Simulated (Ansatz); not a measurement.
**C2H2···GeH3 (doublet): density, localisation and related maps**

Input file:

```
crystal:
  periodic: [false, false, false]
  atoms:
    - {symbol: C, position_ang: [-1.315426, -0.106456, -1.474385]}
    - {symbol: C, position_ang: [-0.491362, -0.927981, -1.756866]}
    - {symbol: Ge, position_ang: [0.579152, 0.629926, 1.525291]}
    - {symbol: H, position_ang: [-2.051069, 0.623002, -1.228472]}
    - {symbol: H, position_ang: [0.243702, -1.657871, -2.003313]}
    - {symbol: H, position_ang: [0.948542, 1.251010, 2.888326]}
    - {symbol: H, position_ang: [1.555403, 1.093106, 0.430530]}
    - {symbol: H, position_ang: [0.530959, -0.904636, 1.618888]}
basis:
  gaussian: {orbitals: def2-TZVPP}
magnetization: {spin_polarized: true, initial_magnetization: 1}
hamiltonian: {xc: pbe0, dispersion: d4}
output: {orbitals: {seedname: orbitals}}
```

Launched as:

```sh
ansatz run in.yaml --threads 4 --pin off --events-out ev --progress --plain --max-ram 9574MiB
```

The reactant side of a reaction path; geometry: PBE0-D4/def2-TZVP.

These are results of Ansatz 0.2.0, UKS PBE0-D4/def2-TZVPP, not measurements.

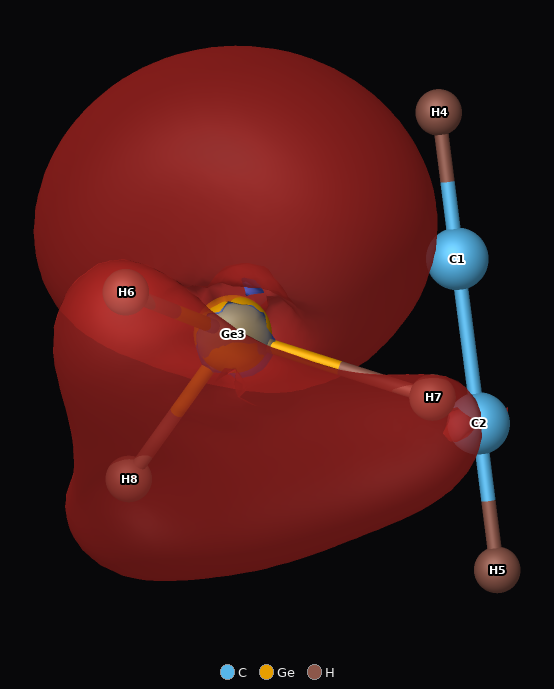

Figure 1. Isosurfaces of the spin density (α minus β) at +0.015 (red) and −0.015 e/Å³ (blue), seen at an oblique angle.

### Where is the unpaired spin?

The unpaired spin (1 electron) lies mostly on Ge3 (about 0.8), in electrons by Hirshfeld's partition.

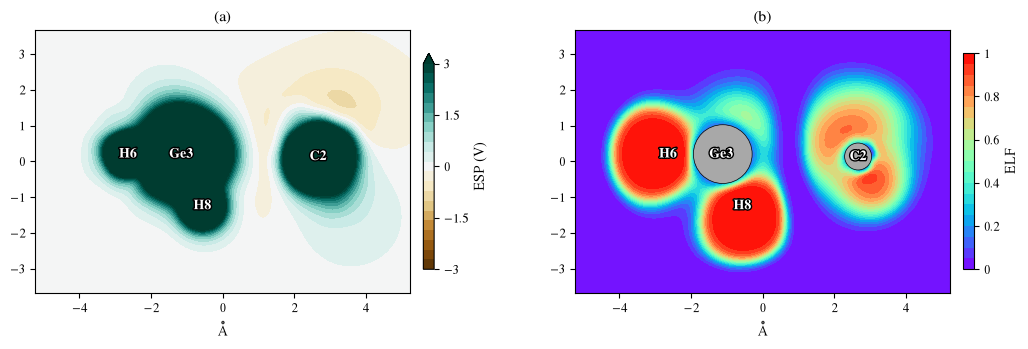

Figure 2. (a) molecular electrostatic potential; (b) electron localisation function on the plane of atoms H6, Ge3 and H8. Grey discs cover the atomic cores in the ELF map.

### Interpret the plot.

Atoms in the plane: C, Ge and H. Ge–H (1.54 Å): the ELF climbs to about 1 towards the hydrogen. Outside the dense part of the complex the potential is most negative (−0.8 V) near C1, which lies off the plane.

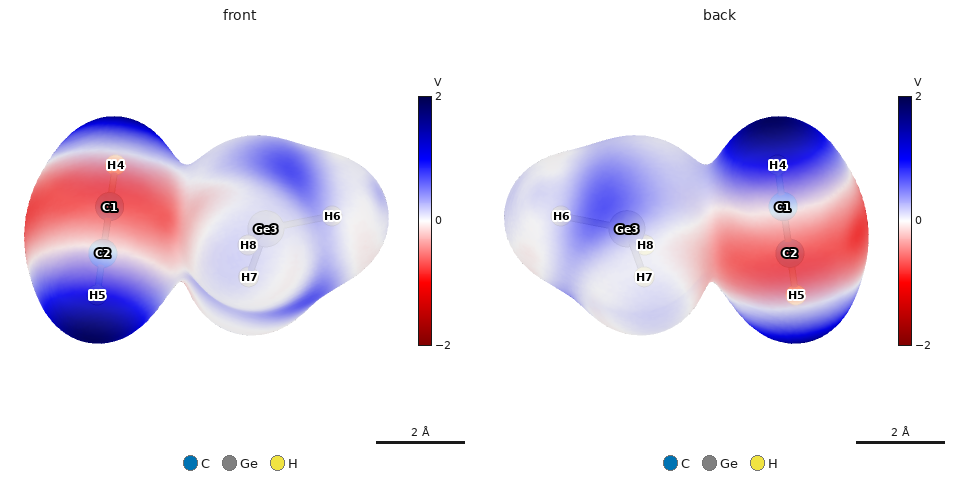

Figure 3. The molecular electrostatic potential painted on the density surface at 0.002 e/bohr³, seen from the front and from behind; red is negative and blue positive.

### Which sites attract a positive test charge, and which a negative one?

A positive charge is drawn to the negative regions and a negative charge to the positive ones. The most negative region (about −0.8 V) lies over C1 and C2, the most positive (about +1.9 V) over H4 and H5.

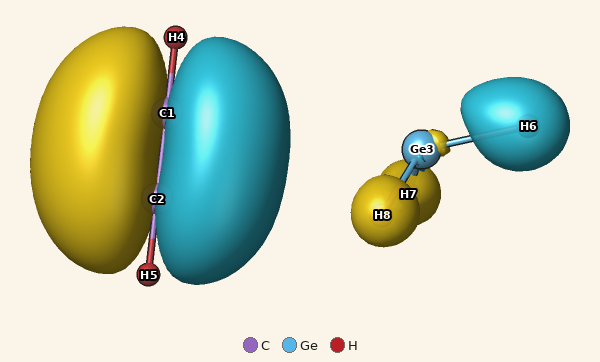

Figure 4. One frontier orbital at ±0.08 Å⁻³ᐟ² (yellow and cyan are the two phases), seen across its widest extent.

### Which orbital is it: HOMO (β) or LUMO (β)?

The HOMO (β), at −8.49 eV. Its weight (Hirshfeld) is mainly on C1 (about 45 %) and C2 (about 45 %); π-bonding across C1–C2.
